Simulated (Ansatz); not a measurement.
**GeF2 (SMILES [F][Ge][F]): B2PLYP/STO-3G**

What is the energy change on altering one bond length of GeF2 at B2PLYP/STO-3G? 

The calculation is run with Ansatz 0.2.0.

48 further runs of the same task are left out: 12 that didn't finish, 36 set aside as unsound or not needed.

## 1. The molecule

GeF2: 3 atoms, total charge 0, spin state singlet. As SMILES, `[F][Ge][F]`. The shape is that of a PBE0-D4/def2-TZVP optimisation.

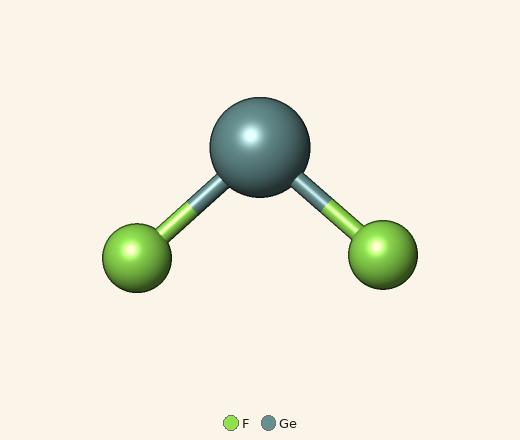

The structure, seen from a chosen angle (fluorine green, germanium teal).

## 2. A single-point energy at B2PLYP/STO-3G

The input, input.yaml:

```yaml
basis:
  gaussian: {orbitals: STO-3G}
crystal:
  periodic: [false, false, false]
  atoms:
    - symbol: F
      position_ang: [-0.675900, -1.101800, -0.497500]
    - symbol: Ge
      position_ang: [0.637500, -0.295200, 0.320200]
    - symbol: F
      position_ang: [0.027600, 1.332100, 0.164100]
accuracy: high
hamiltonian: {xc: {name: B2PLYP}}
correlation: {frozen_orbitals: {F: 1, Ge: 9}}
```

Launch:

```
$ ansatz run input.yaml --threads 1 --pin off --max-ram 2610MiB --events-out events.jsonl --progress --plain --runs-dir runs
```

Log:

```text
Warning: RAYON_NUM_THREADS=1 ignored (pool sized by the plan → 1); use --threads N
Functional definition: B2PLYP
  name "B2PLYP"
  parameter a = 0.53
  parameter c = 0.27
  exchange = (1 - a)*b88_x + a*exact_x
  correlation = (1 - c)*lyp_c + c*(mp2_os + mp2_ss)
426 factors; integrals over basis functions are off by at most 4.4e-9 eV
mean field evaluation 1: about -61202.9623 eV, gradient 2.1e1 eV
mean field evaluation 2: about -61202.9912 eV, gradient 2.1e1 eV
mean field evaluation 4: about -61205.3468 eV, gradient 7.5e-1 eV
mean field evaluation 8: about -61205.3509 eV, gradient 1.7e-2 eV
mean field evaluation 16: about -61205.3509 eV, gradient 4.6e-7 eV
mean field -61205.35087262 eV, -2249.2551580921 hartree, gradient 4.3e-8 eV, S^2 0.000000; 0 other end points of the search recorded, 0 dependent functions left out
11 core orbitals not correlated: weight in the atoms' cores, before any rotation towards them, 1.000 or more for the frozen orbitals, at most 0.000 for the correlated occupied ones
reference -61205.35088597 eV, -2249.2551585824 hartree; 14, 14 occupied and 3, 3 virtual orbitals, 426 factors
second order -3.64955409 eV of doubles, -0.00000000 eV of singles
Total energy: -61206.33626557 eV, -2249.2913706150 hartree
```

Run time: 1.9 s. Hardware: 1 thread of Arm Neoverse V1, shared host; peak memory 0.098 GiB.

## 3. The distorted shape

The input, molecule.yaml:

```yaml
crystal:
  periodic: [false, false, false]
  atoms:
    - {symbol: F, position_ang: [-1.004269, -1.303462, -0.701937]}
    - {symbol: Ge, position_ang: [0.637500, -0.295200, 0.320200]}
    - {symbol: F, position_ang: [0.027600, 1.332100, 0.164100]}
basis:
  gaussian:
    orbitals: STO-3G
total_charge: 0
hamiltonian:
  xc: {name: B2PLYP}
correlation:
  frozen_orbitals: {F: 1, Ge: 9}
accuracy: high
```

Launch:

```
$ ansatz run molecule.yaml --threads 1 --pin off --max-ram 2610MiB --events-out events.jsonl --progress --plain --runs-dir runs
```

Log, shortened:

```text
Warning: RAYON_NUM_THREADS=1 ignored (pool sized by the plan → 1); use --threads N
[... 2 set-up lines as earlier in the session ...]
[...]
408 factors; integrals over basis functions are off by at most 3.3e-8 eV
[...]
mean field -61203.14519424 eV, -2249.1741009067 hartree, gradient 4.7e-8 eV, S^2 0.000000; 0 other end points of the search recorded, 0 dependent functions left out
11 core orbitals not correlated: weight in the atoms' cores, before any rotation towards them, 1.000 or more for the frozen orbitals, at most 0.000 for the correlated occupied ones
reference -61203.14520776 eV, -2249.1741014034 hartree; 14, 14 occupied and 3, 3 virtual orbitals, 408 factors
second order -4.32687836 eV of doubles, -0.00000000 eV of singles
Total energy: -61204.31346492 eV, -2249.2170340620 hartree
```

Wall time 1.8 s (1 thread of Arm Neoverse V1, shared host); peak memory 0.098 GiB.

## 4. What came out

At B2PLYP/STO-3G, 11 core orbitals frozen:

| quantity | value |
| --- | --- |
| first shape: total energy | -2249.29137 Eh |
| distorted shape: total energy | -2249.21703 Eh |
| energy change with the F1–Ge2 bond stretched from 1.745 to 2.181 Å | 2.023 eV |

What this shows: With the F1–Ge2 bond stretched from 1.745 to 2.181 Å the energy rises by 2.02 eV (47 kcal/mol). The first shape isn't relaxed at this level, so the change isn't measured from a minimum. The minimal basis adds a large error of its own.
